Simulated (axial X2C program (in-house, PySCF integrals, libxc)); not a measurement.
# HfAl: from the state search to constants, part 2 of 2

Computed with an in-house X2C program for linear molecules on PySCF integrals; all-electron X2C, Hf dyall-cv3z, Al dyall-v3z.

## Step 9: PBE0, 2c

State followed: Ω = 3/2 (excess of +ω over −ω: ω = 3/2). The scan is laid around 2.649 Å, a first estimate of the minimum, and this SCF restarts from the orbitals of the search.

Output at 2.649 Å:

```text
two-component X2C + atomic mean field  PBE0
basis functions 234  fitting functions 1222  grid points 5082
iter        total energy     max residual
   1     -15319.099493602     5.28e-06
   2     -15319.099493606     3.46e-06
   3     -15319.099493607     2.88e-06
converged
one-electron -21390.45935654  Coulomb 6228.30734717  exact exchange -81.43485269  xc functional -249.75382868  nuclear repulsion 186.97994316  atomic mean-field constant -12.73874601
```

Along the bond, energies from the lowest point:

```csv
R (Å),E (eV),μ (D),HOMO (eV),LUMO (eV),iterations
2.305,0.6000,-1.50,-4.92,-2.48,17
2.411,0.2493,-1.61,-4.89,-2.45,16
2.490,0.0986,-1.66,-4.84,-2.44,16
2.570,0.0210,-1.69,-4.78,-2.42,15
2.649,0.0000,-1.69,-4.72,-2.40,3
2.742,0.0297,-1.66,-4.66,-2.38,15
2.834,0.1007,-1.58,-4.58,-2.35,15
2.954,0.2320,-1.42,-4.48,-2.30,16
3.099,0.4239,-1.11,-4.36,-2.23,16
3.311,0.7128,-0.46,-4.20,-2.13,17
```

Dipoles are positive if Al is the positive end.

Outer spinors at the reference distance:

```csv
ω,occupied,ε (eV),atomic character,λ mixture
-5/2,yes,-22.16,100% Hf f,"90% φ, 10% δ"
5/2,yes,-22.13,100% Hf f,"87% φ, 13% δ"
-3/2,yes,-21.94,100% Hf f,"78% δ, 22% π"
3/2,yes,-21.90,100% Hf f,"71% δ, 29% π"
-1/2,yes,-21.81,100% Hf f,"63% π, 37% σ"
1/2,yes,-21.80,100% Hf f,"53% π, 47% σ"
7/2,yes,-20.54,100% Hf f,100% φ
-7/2,yes,-20.48,100% Hf f,100% φ
5/2,yes,-20.36,100% Hf f,"87% δ, 13% φ"
-5/2,yes,-20.26,100% Hf f,"90% δ, 10% φ"
3/2,yes,-20.22,100% Hf f,"71% π, 29% δ"
-3/2,yes,-20.13,100% Hf f,"78% π, 22% δ"
1/2,yes,-20.13,100% Hf f,"53% σ, 47% π"
-1/2,yes,-20.09,100% Hf f,"63% σ, 37% π"
1/2,yes,-9.78,"53% Al s, 20% Hf s, 12% Hf d",100% σ
-1/2,yes,-8.20,"59% Al s, 20% Hf s, 9% Hf p",100% σ
1/2,yes,-5.81,"45% Hf s, 30% Al p, 9% Al s",100% σ
-1/2,yes,-5.16,"32% Hf s, 30% Hf d, 20% Al p","59% σ, 41% π"
-1/2,yes,-5.05,"38% Hf d, 24% Al p, 21% Hf s","58% π, 42% σ"
3/2,yes,-4.96,"62% Hf d, 27% Al p, 5% Hf p","99% π, 1% δ"
1/2,yes,-4.72,"61% Hf d, 21% Al p, 8% Hf s","98% σ, 2% π"
-3/2,no,-2.40,97% Hf d,"96% δ, 4% π"
5/2,no,-2.09,98% Hf d,100% δ
1/2,no,-2.02,"44% Al p, 42% Hf d, 10% Hf p","98% π, 2% σ"
-3/2,no,-1.94,"44% Al p, 43% Hf d, 8% Hf p","96% π, 4% δ"
```

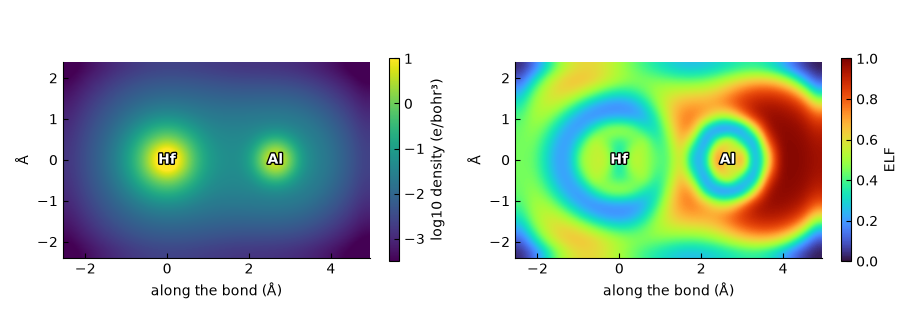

PBE0 fields in a plane through the axis, from a grid of 0.3 Å; Hf lies at z = 0 and Al at z = 2.649 Å; the ELF is damped to zero where the density is low.

Re = 2.644 Å, ωe = 283.8 cm⁻¹, ωexe = 1.09 cm⁻¹, Be = 0.1028 cm⁻¹, De = 1.78 eV, μ = -1.69 D.

## Step 10: HF, 2c

Output at 2.649 Å:

```text
two-component X2C + atomic mean field  HF
basis functions 234  fitting functions 1222  grid points 5082
iter        total energy     max residual
   1     -15313.650223007     8.22e-01
   2     -15313.698545953     3.26e-02
   3     -15313.699992687     4.28e-02
   4     -15313.707106727     2.90e-03
   5     -15313.708936840     2.39e-03
   6     -15313.710771353     1.87e-03
   7     -15313.712169012     1.66e-03
   8     -15313.713039554     1.04e-03
   9     -15313.713454269     6.89e-04
  10     -15313.713677590     6.17e-04
  11     -15313.713825671     5.38e-04
  12     -15313.713981008     4.24e-04
  13     -15313.714085997     3.68e-04
  14     -15313.714158572     3.00e-04
  15     -15313.714221306     2.49e-04
  16     -15313.714236975     1.51e-04
  17     -15313.714253858     1.16e-04
  18     -15313.714261793     9.33e-05
  19     -15313.714264855     7.10e-05
  20     -15313.714266969     5.06e-05
  21     -15313.714267789     3.37e-05
  22     -15313.714268174     2.23e-05
  23     -15313.714268357     1.41e-05
  24     -15313.714268369     1.20e-05
  25     -15313.714268402     2.68e-05
  26     -15313.714268406     2.11e-05
  27     -15313.714268410     7.22e-06
  28     -15313.714268414     6.45e-06
  29     -15313.714268416     6.39e-06
  30     -15313.714268417     2.53e-06
converged
one-electron -21391.45493387  Coulomb 6229.53554971  exact exchange -326.03608140  xc functional 0.00000000  nuclear repulsion 186.97994316  atomic mean-field constant -12.73874601
```

No constants are quoted: the dipole of the solution doesn't run smoothly along the scan, a sign that its character may change, so the fit is set aside.

## Step 11: r2SCAN0, 2c

Output at 2.649 Å:

```text
two-component X2C + atomic mean field  r2SCAN0
basis functions 234  fitting functions 1222  grid points 5082
iter        total energy     max residual
   1     -15319.218480757     2.21e-01
   2     -15319.222590108     6.93e-03
   3     -15319.220948252     1.72e-02
   4     -15319.223207301     9.33e-04
   5     -15319.223232151     1.26e-03
   6     -15319.223282227     3.16e-04
   7     -15319.223318410     1.66e-04
   8     -15319.223331575     8.16e-05
   9     -15319.223333359     5.37e-05
  10     -15319.223333909     2.25e-05
  11     -15319.223334032     7.65e-06
  12     -15319.223334051     3.23e-06
  13     -15319.223334053     1.86e-06
  14     -15319.223334054     8.75e-07
converged
one-electron -21390.99939884  Coulomb 6228.89790205  exact exchange -81.45199937  xc functional -249.91103503  nuclear repulsion 186.97994316  atomic mean-field constant -12.73874601
```

No constants are quoted: the dipole of the solution doesn't run smoothly along the scan, a sign that its character may change, so the fit is set aside.

## Step 12: Correlated methods, 2c

Correlated methods: 7 electrons correlated (frozen shells, counted by type: Hf 5 s, 4 p, 2 d, 1 f; Al 2 s, 1 p), 289 virtual spinors in MP2, 90 natural virtuals in coupled cluster.

Output of the correlated part at 2.649 Å:

```text
correlated 7  virtual 289  natural virtual 90  E(MP2) -0.105548485  MP2 remainder -0.003913998
iter   CCSD correlation   residual
   1     -0.117838499   1.61e-01
   2     -0.127861994   8.87e-02
   3     -0.130896458   4.76e-02
   4     -0.133102159   3.04e-02
   5     -0.134090276   1.60e-02
   6     -0.134283866   7.20e-03
   7     -0.134403171   3.47e-03
   8     -0.134390285   1.70e-03
   9     -0.134392712   8.99e-04
  10     -0.134393514   4.67e-04
  11     -0.134397855   2.80e-04
  12     -0.134399159   1.69e-04
  13     -0.134400070   1.08e-04
  14     -0.134400602   6.62e-05
  15     -0.134401661   3.90e-05
  16     -0.134402478   2.24e-05
  17     -0.134402886   1.26e-05
  18     -0.134403072   7.46e-06
  19     -0.134403100   3.90e-06
  20     -0.134403133   2.27e-06
  21     -0.134403142   1.37e-06
(T) -0.009793781  T1 0.1178  D1 0.2342  max T2 0.078
```

MP2: No constants are quoted: the dipole of the HF reference doesn't run smoothly along the scan, a sign that its character may change, so the fit is set aside.

CCSD: No constants are quoted: the dipole of the HF reference doesn't run smoothly along the scan, a sign that its character may change, so the fit is set aside.

CCSD(T): No constants are quoted: the dipole of the HF reference doesn't run smoothly along the scan, a sign that its character may change, so the fit is set aside.

## Step 13: A higher determinant, 2c

State: Ω = 1/2 (excess of +ω over −ω: ω = 1/2).

Output at the reference distance:

```text
two-component X2C + atomic mean field  PBE0
basis functions 234  fitting functions 1222  grid points 5082
iter        total energy     max residual
   1     -15319.091638587     9.38e-06
   2     -15319.091638606     1.23e-05
   3     -15319.091638615     5.93e-06
   4     -15319.091638626     6.22e-06
   5     -15319.091638648     3.00e-06
   6     -15319.091638652     1.27e-06
   7     -15319.091638653     7.88e-07
converged
one-electron -21391.89413828  Coulomb 6229.77531161  exact exchange -81.44210337  xc functional -249.77190576  nuclear repulsion 186.97994316  atomic mean-field constant -12.73874601
```

```csv
R (Å),E above the lowest PBE0 point (eV)
2.305,0.898
2.411,0.527
2.490,0.356
2.570,0.257
2.649,0.214
2.742,0.219
2.834,0.269
2.954,0.378
3.099,0.553
```

Re = 2.685 Å, ωe = 268.9 cm⁻¹, ωexe = 0.949 cm⁻¹, Be = 0.09968 cm⁻¹, μ = -1.30 D. Te = 0.21 eV. As a difference of two determinants it need not be a gap between pure terms.

## Step 14: The 2c curves together

Energy (eV) of the followed determinant, 2c, from each level's lowest point:

```csv
R (Å),PBE0,HF (dipole not smooth),MP2 (HF's dipole not smooth),CCSD (HF's dipole not smooth),CCSD(T) (HF's dipole not smooth),r2SCAN0 (dipole not smooth)
2.305,0.600,0.746,0.659,n/a,n/a,0.562
2.411,0.249,0.331,0.272,0.310,0.312,0.221
2.490,0.099,0.145,0.105,0.135,0.137,0.079
2.570,0.021,0.040,0.021,0.038,0.040,0.011
2.649,0.000,0.000,0.000,0.000,0.000,0.000
2.742,0.030,0.014,0.039,0.013,0.011,0.042
2.834,0.101,0.072,0.131,0.069,0.065,0.125
2.954,0.232,0.183,0.300,0.176,0.169,0.267
3.099,0.424,0.325,0.532,n/a,n/a,0.451
3.311,0.713,0.491,0.765,n/a,n/a,0.692
```

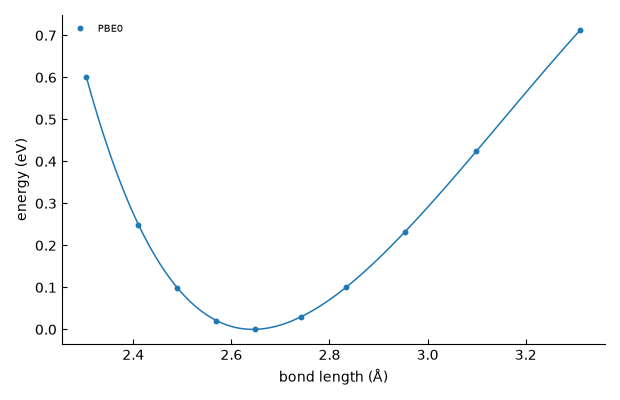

Curves of the followed state, 2c, each from its own lowest point. Left out: HF, MP2, CCSD, CCSD(T), r2SCAN0.

The whole job took 7.9 min on 1 thread of Arm Neoverse N1, shared host; peak memory 0.58 GiB.

## Step 15: Constants

What follows sums up all 2 parts.

Lowest determinant that the search found at its distance, spin-free: M_S = 3/2, Λ = 0 (beyond closed shells: σα, π+α, π-α).

Lowest determinant that the search found at its distance, 2c: Ω = 3/2 (excess of +ω over −ω: ω = 3/2).

```csv
Hamiltonian,level,Re (Å),ωe (cm⁻¹),De (eV),μ (D)
spin-free,PBE0,2.645,285.0,1.89,-1.72
2c,PBE0,2.644,283.8,1.78,-1.69
```

Dipoles are positive if Al is the positive end. No constants: spin-free HF (the dipole of the solution doesn't run smoothly along the scan, a sign that its character may change, so the fit is set aside); spin-free MP2 (the dipole of the HF reference doesn't run smoothly along the scan, a sign that its character may change, so the fit is set aside); spin-free CCSD (the dipole of the HF reference doesn't run smoothly along the scan, a sign that its character may change, so the fit is set aside); spin-free CCSD(T) (the dipole of the HF reference doesn't run smoothly along the scan, a sign that its character may change, so the fit is set aside); spin-free r2SCAN0 (the dipole of the solution doesn't run smoothly along the scan, a sign that its character may change, so the fit is set aside); 2c HF (the dipole of the solution doesn't run smoothly along the scan, a sign that its character may change, so the fit is set aside); 2c MP2 (the dipole of the HF reference doesn't run smoothly along the scan, a sign that its character may change, so the fit is set aside); 2c CCSD (the dipole of the HF reference doesn't run smoothly along the scan, a sign that its character may change, so the fit is set aside); 2c CCSD(T) (the dipole of the HF reference doesn't run smoothly along the scan, a sign that its character may change, so the fit is set aside); 2c r2SCAN0 (the dipole of the solution doesn't run smoothly along the scan, a sign that its character may change, so the fit is set aside).

Time per point (s) on 1 thread of Arm Neoverse N1, shared host (2c runs); the times are rough: PBE0 2.5.

At PBE0, going from spin-free to two-component changes Re by -1 mÅ, ωe by -0.4 %, which is small (part of it comes from the scalar share of the two-electron terms). It costs about 1.6 times the time. De moves by -0.11 eV; both De rest on single-determinant atoms, which can miss part of an open shell's spin–orbit lowering.

De refers to Hf + Al, each in the lowest determinant found, which need not be this curve's own limit. Each curve is one determinant whose occupation by symmetry is held fixed; it was picked as the lowest of a PBE0 search that is not exhaustive. De is counted from the lowest determinant-based energies of the atoms at the same level, without counterpoise correction. Density functionals use the spin component along the axis (collinear). With several unpaired electrons one determinant need not be a pure state.
